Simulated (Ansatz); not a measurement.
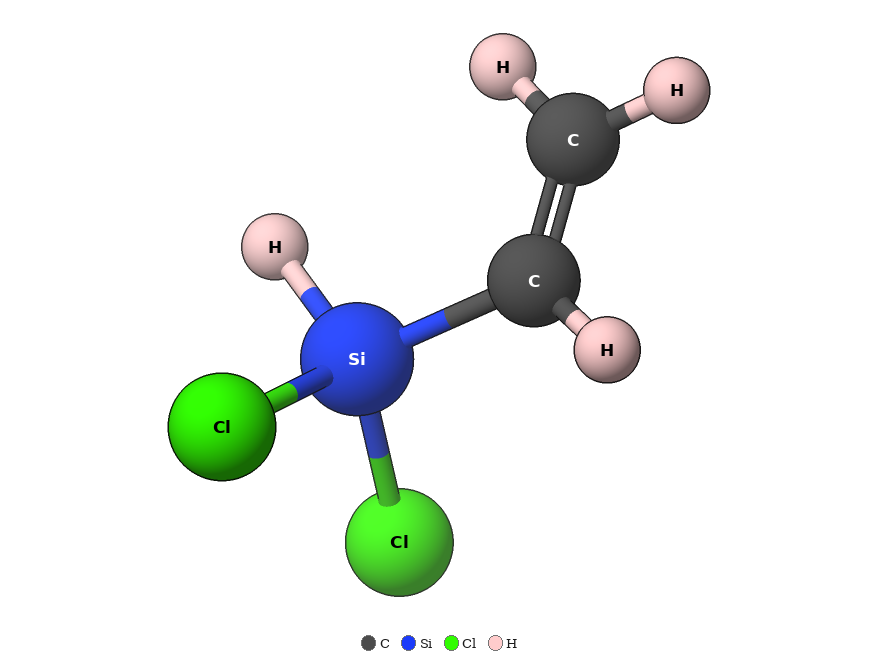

A ball-and-stick model of a molecule. Multiple sticks mark multiple bonds (one Kekulé form).

Computed geometry: PBE0-D4/def2-TZVP optimisation.

> What is the molecular formula?

C2H4Cl2Si, 9 atoms: 2 carbon, 4 hydrogen, 2 chlorine and 1 silicon.

> How many sets of symmetry-equivalent atoms are there?

8: 1 C, 1 C, 1 Si, 2 Cl, 1 H, 1 H, 1 H, 1 H.

> Write the SMILES.

C=C[SiH](Cl)Cl

> How many bonds of each kind are drawn?

3 C–H, 2 Cl–Si, 1 C–C, 1 C–Si, 1 Si–H.

> Does it have rings?

It has no ring.

More results for the same structure follow; atom numbers are the same in all pictures, views and colours differ.

### Geometry

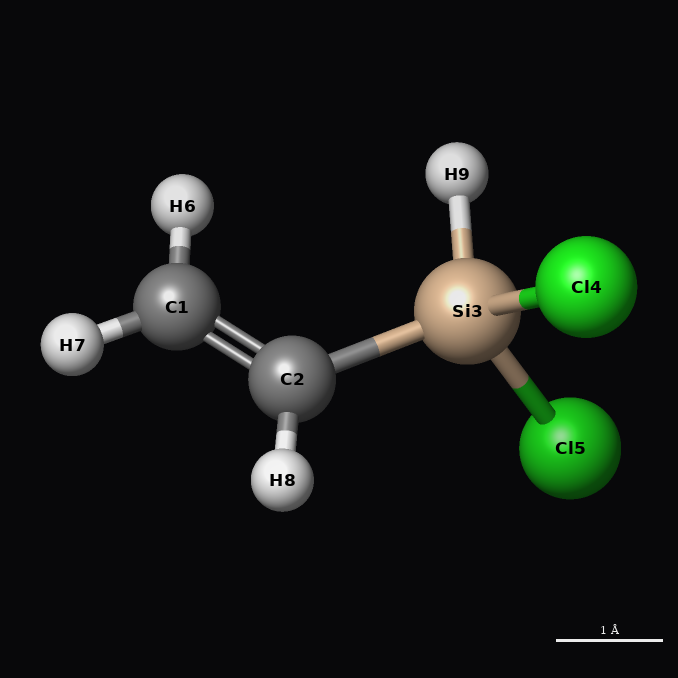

Atoms carry their numbers in the input.

What are the angles C2–C1–H6, C2–C1–H7, C1–C2–Si3, C1–C2–H8, Si3–C2–H8, C2–Si3–Cl4, C2–Si3–H9, Cl4–Si3–Cl5, Cl4–Si3–H9?

```tsv
angle	degrees
C2–C1–H6	121.8
C2–C1–H7	122.2
C1–C2–Si3	120.7
C1–C2–H8	119.6
Si3–C2–H8	119.7
C2–Si3–Cl4	110.4
C2–Si3–H9	110.9
Cl4–Si3–Cl5	107.9
Cl4–Si3–H9	108.5
```

### Dipole moment

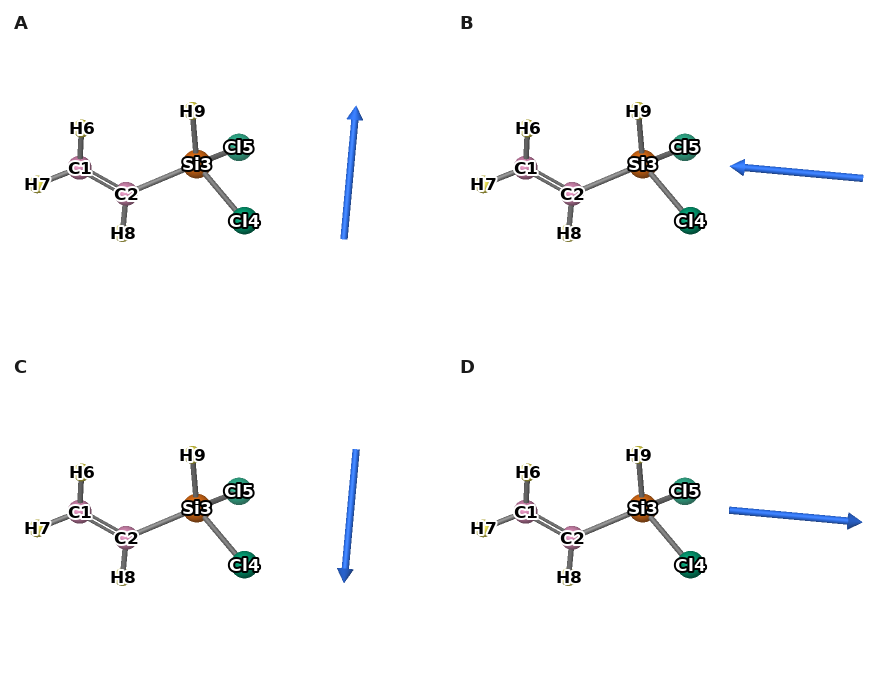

The same molecule four times, each with an arrow. Properties computed with RKS PBE-D4/def2-TZVPP (Ansatz 0.2.0).

> Which arrow points along the dipole moment, from the negative to the positive end?

B. The dipole moment is 2.10 D; it points from the side of Cl4, Cl5 to the side of H7 (the outermost atoms at the two ends).

### Vibrations

Harmonic vibrations computed with RKS PBE0-D4/def2-TZVP (Ansatz 0.2.0) at a stationary point of the same level.

> List the wavenumbers.

21 modes: 71, 170, 172, 184, 322, 522, 528, 598, 737, 799, 804, 1013, 1020, 1039, 1287, 1443, 1669, 2268, 3135, 3163, 3219 cm⁻¹.

### Thermal motion

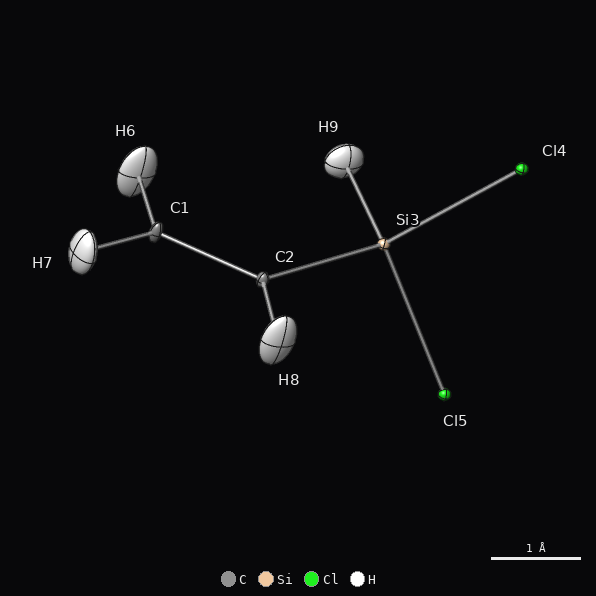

Displacement ellipsoids at the 50 % level, from the internal vibrations of the free molecule (harmonic, no overall translation or rotation; no half-axis is drawn under 0.075 Å). Vibrations computed with RKS PBE0-D4/def2-TZVP (Ansatz 0.2.0). Temperature: 0 K (zero-point motion alone).

> Which atom moves most?

H6, with U_eq = 0.0279 Å².

> Does H6 move more along its bond or across it?

Across it: the root-mean-square amplitude is 0.078 Å along the bond and up to 0.237 Å across, since bending and torsion are softer than stretching.

Give the displacement parameters, one line for each set of equivalent atoms.

```tsv
atom	U_eq (Å²)	rms amplitudes (Å)
C1	0.0041	0.033, 0.052, 0.092
C2	0.0028	0.040, 0.047, 0.067
Si3	0.0014	0.032, 0.036, 0.041
Cl4, Cl5	0.00097	0.016, 0.034, 0.039
H6	0.0279	0.077, 0.147, 0.237
H7	0.0206	0.086, 0.137, 0.188
H8	0.0254	0.080, 0.135, 0.227
H9	0.0181	0.093, 0.148, 0.153
```
